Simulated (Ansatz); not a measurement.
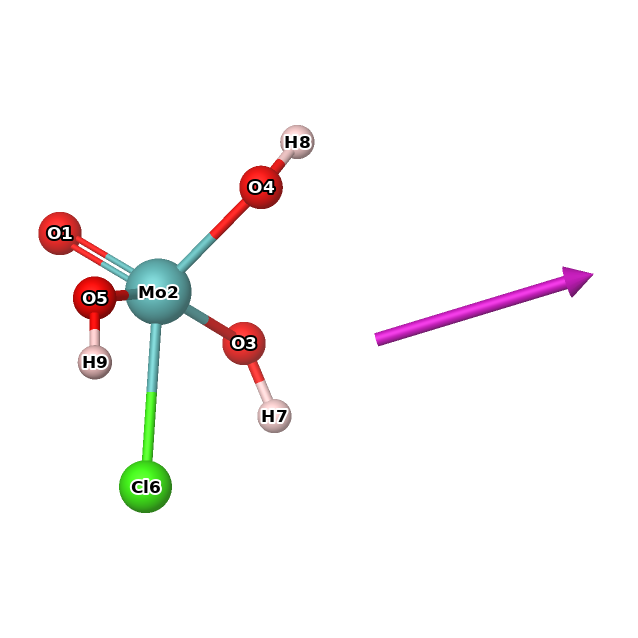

The arrow beside the molecule shows the direction of the dipole moment, from the negative to the positive end (its length means nothing). Charge 0, singlet. Computed geometry: PBE0-D4/def2-TZVP optimisation. No frequency run is at hand to confirm it as a minimum. Method: RKS PBE-D4/def2-TZVPP, core potentials on Mo (Ansatz 0.2.0).

Question: Estimate the dipole moment.

Answer: 2.36 D; it points from the side of O1 to the side of H8 (the outermost atoms at the two ends).
